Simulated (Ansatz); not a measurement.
The relaxed structure here is a generated cell of Au: the first start was made by placing the elements on the sites of a structure type, and the end was not matched to a known phase here, so it may be hypothetical. Known forms of Au include space group No. 225.

The end point of a relaxation of Au. Space group Im-3m (No. 229), bcc (W type). Calculation: r2SCAN (plane waves to 500 eV, PAW, scalar-relativistic; Ansatz, an electronic-structure program).

```cif
data_Au2
_chemical_formula_sum 'Au2'
_space_group_name_H-M_alt 'Im-3m'
_space_group_IT_number 229
_space_group_name_Hall '-I 4 2 3'
_cell_length_a 3.27595
_cell_length_b 3.27595
_cell_length_c 3.27595
_cell_angle_alpha 90.000
_cell_angle_beta 90.000
_cell_angle_gamma 90.000
loop_
_atom_site_label
_atom_site_type_symbol
_atom_site_symmetry_multiplicity
_atom_site_Wyckoff_symbol
_atom_site_fract_x
_atom_site_fract_y
_atom_site_fract_z
_atom_site_occupancy
Au1 Au 2 a 0.00000 0.00000 0.00000 1
```
(The calculation used a cell of 1 atom; values per cell refer to that cell.)

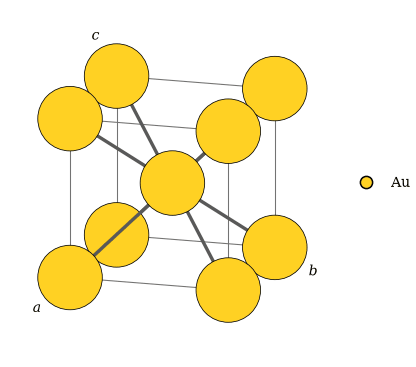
Figure: The conventional cell of the relaxed structure

```json
{
  "volume_per_atom": "17.58 Å³",
  "band_gap": "no gap (metallic)",
  "shortest_distances": "Au–Au 2.84 Å",
  "k-mesh": "20×20×20"
}
```

No spin polarisation in the result.

The run could not lose the symmetry of its start: the end is stationary, and may be a saddle point rather than a minimum.

It was reached from a disturbed copy of a P6/mmm (No. 191) cell, against which it lies -0.04 eV/atom.
